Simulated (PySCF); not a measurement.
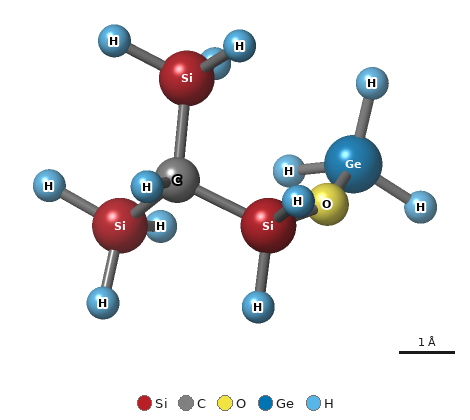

*The structure as given in the input (ball-and-stick view, seen at a tilt). Sticks mark near contacts.*

Bond lengths as drawn: C–H 1.11 Å, C–Si 1.88 Å, Ge–H 1.54 Å, Ge–O 1.77 Å, H–Si 1.49 to 1.50 Å and O–Si 1.65 Å.

## CH₁₂GeOSi₃: excited-state calculation

- system: CH₁₂GeOSi₃
- method: TDDFT PBE0/def2-SVPD, vertical, gas phase, core orbitals frozen in the response (PySCF 2.14.0)

The geometry comes from this level: PBE0-D3(BJ)/def2-SVP. It belongs to a series of runs on one base structure; here: H on Si replaced by OGeH3.

## The program's output
```
coarse grid: 66680 points
cycle   1  E = -3064.5676619386  dE = -5.138e-01  |g| = 8.609e-01  |ddm| = 5.196e+00
cycle   2  E = -3064.2575338012  dE =  3.101e-01  |g| = 1.501e+00  |ddm| = 2.465e+00
cycle   3  E = -3064.6947074477  dE = -4.372e-01  |g| = 1.782e-01  |ddm| = 1.645e+00
cycle   4  E = -3064.7002938325  dE = -5.586e-03  |g| = 5.896e-02  |ddm| = 2.896e-01
cycle   5  E = -3064.7009065107  dE = -6.127e-04  |g| = 1.662e-02  |ddm| = 1.078e-01
cycle   6  E = -3064.7009896543  dE = -8.314e-05  |g| = 3.316e-03  |ddm| = 3.645e-02
cycle   7  E = -3064.7009918382  dE = -2.184e-06  |g| = 4.754e-04  |ddm| = 5.685e-03
final grid: 135696 points
cycle   8  E = -3064.7010244018  dE = -2.867e-07  |g| = 4.358e-04  |ddm| = 1.250e-02
cycle   9  E = -3064.7010244040  dE = -2.161e-09  |g| = 4.763e-04  |ddm| = 1.709e-03
cycle  10  E = -3064.7010244420  dE = -3.799e-08  |g| = 9.835e-05  |ddm| = 6.578e-04
cycle  11  E = -3064.7010244439  dE = -1.975e-09  |g| = 2.163e-05  |ddm| = 1.475e-04
cycle  12  E = -3064.7010244440  dE = -8.868e-11  |g| = 6.579e-06  |ddm| = 3.674e-05
```

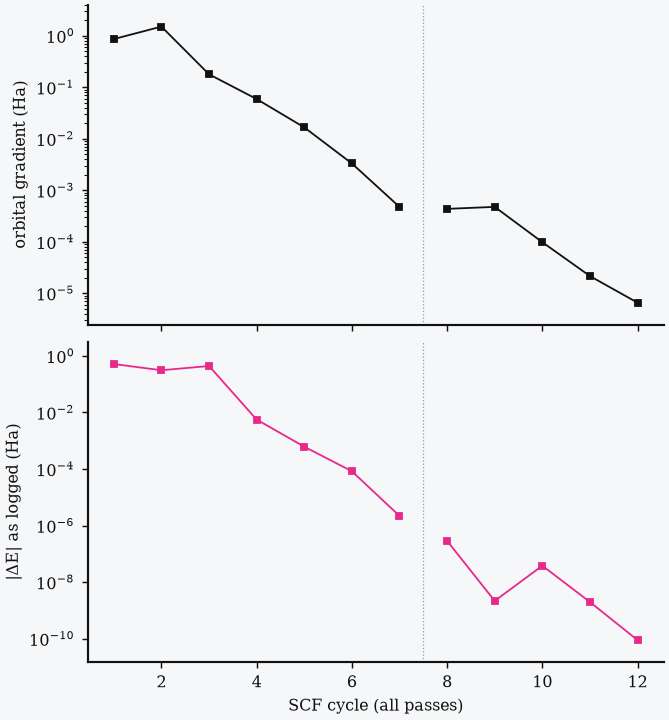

*Convergence of the self-consistent field: orbital gradient and size of the energy change against the SCF cycle. The dotted line marks the change from a coarse to the final integration grid.*

The first 7 cycles use a coarse grid, the final grid takes over at cycle 8, and the field converges after 12 cycles in all.

```
converged SCF energy = -3064.7010244440

Static polarisability (au): isotropic 125.815, principal 118.321 126.745 132.379

Singlet excitations
state   eV       nm        f      main configurations
  1   6.6152    187.4   0.00072   H-1->L 0.53, H->L 0.42
  2   6.6992    185.1   0.00931   H->L 0.53, H-1->L 0.42
  3   7.2638    170.7   0.00261   H->L+1 0.66, H-1->L+1 0.22
  4   7.3299    169.1   0.00666   H-1->L+1 0.69, H->L+1 0.24
  5   7.4047    167.4   0.00289   H-2->L 0.80
  6   7.5096    165.1   0.02881   H-3->L 0.52, H->L+2 0.20, H->L+3 0.08
  7   7.6013    163.1   0.07079   H-1->L+2 0.48, H->L+2 0.32
  8   7.6209    162.7   0.04134   H->L+2 0.32, H-1->L+2 0.29, H-3->L 0.21
  9   7.7936    159.1   0.00635   H-1->L+3 0.40, H->L+3 0.29, H-3->L 0.16
 10   7.8520    157.9   0.00191   H->L+3 0.34, H-2->L+1 0.26, H-1->L+3 0.09

Triplet excitations (Tamm-Dancoff, eV): 6.3013 6.4045 6.9991 7.0736
Vertical ionisation energy (delta-SCF) = 9.8393 eV
```

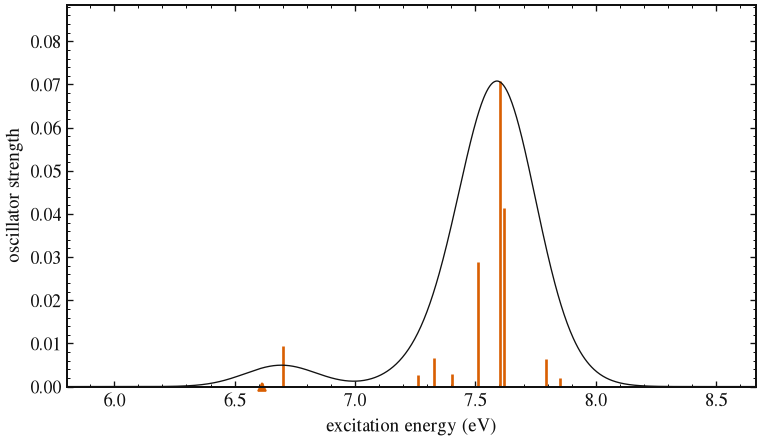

*Computed excitations as sticks (degenerate states added up, dark ones marked on the axis), with a Gaussian envelope of 0.35 eV full width at half maximum, scaled to the tallest.*

Of the 10 states the lowest lies at 6.62 eV (f = 0.001); the strongest line is at 7.60 eV, or 163 nm (f = 0.071).

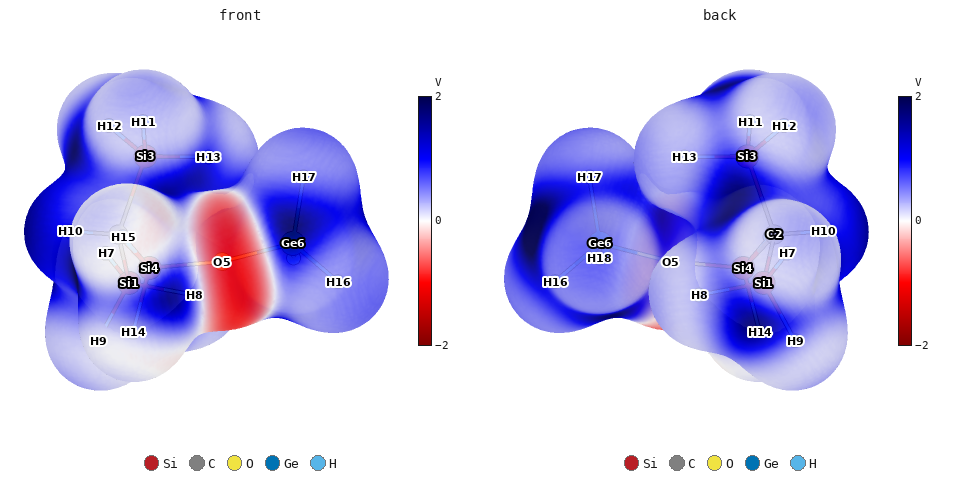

*The molecular electrostatic potential painted on the density surface at 0.004 e/bohr³, seen at a tilt and from behind; red is negative and blue positive.*

Its dipole moment is 0.55 D.

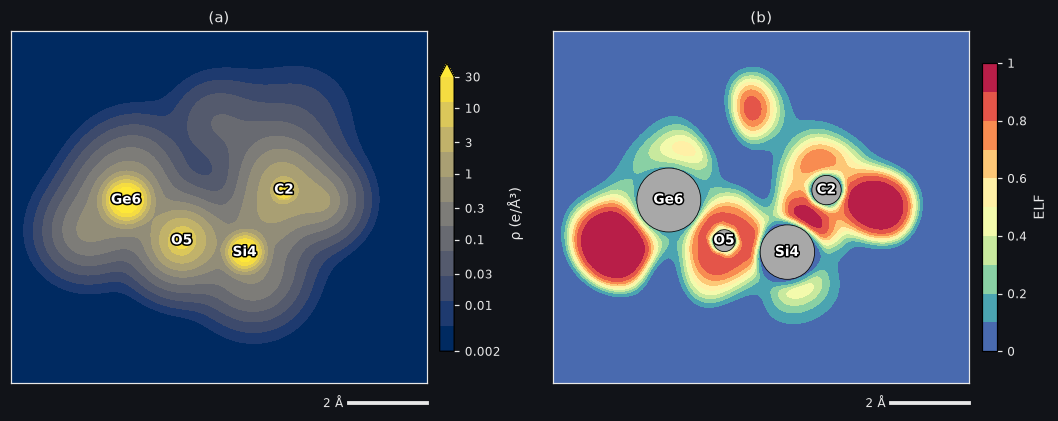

*(a) electron density; (b) electron localisation function on the plane of atoms C2, Si4 and O5. Grey discs, where drawn, cover atomic cores.*

Ge–O (1.77 Å): ρ is about 0.92 e/Å³ halfway; the ELF peaks at about 0.85 in the valence shell of O, 0.6 Å from its nucleus, and is about 0.30 at the midpoint.

The run was set up as follows.

## The input
```
{"job": {"kind": "uv", "xc": "PBE0", "basis": "def2-SVPD", "ip": true, "dynamic": false}, "charge": 0, "multiplicity": 1}
Si    -1.640170    -1.523918     0.014014
C     -1.236222     0.248052     0.510155
Si    -0.977587     1.374587    -0.977146
Si     0.188364     0.366773     1.736532
O      1.648683     0.166298     1.004075
Ge     2.699454    -0.224057    -0.366303
H     -2.739753    -1.560502    -1.000356
H     -0.434291    -2.175549    -0.583487
H     -2.066229    -2.317100     1.207561
H     -2.122311     0.639413     1.048242
H     -0.498847     2.724473    -0.545905
H     -2.250137     1.536825    -1.744662
H      0.046478     0.788177    -1.897119
H      0.020290    -0.676807     2.795415
H      0.149440     1.717128     2.376291
H      4.026602    -0.706500     0.239715
H      2.895151     1.059564    -1.190525
H      2.035527    -1.327913    -1.207531
```

The first line tells a small driver script what to run in PySCF; the rest is the geometry in Å.

Launch command:
```bash
OMP_NUM_THREADS=1 python <driver script> task.json out
```

## Results in brief

- outcome: converged
- total energy: −3064.701024 hartree
- HOMO: −8.25 eV
- LUMO: −0.33 eV
- dipole moment: 0.55 D
- mean polarisability: 125.81 a.u.
- vertical ionisation energy: 9.84 eV
- lowest singlet excitation: 6.62 eV
- hardware: 1 CPU thread, shared host
- wall time: 13 min
- peak memory: 1.3 GiB

## Remarks

Spin–orbit coupling is left out, which matters for the heavy atoms.
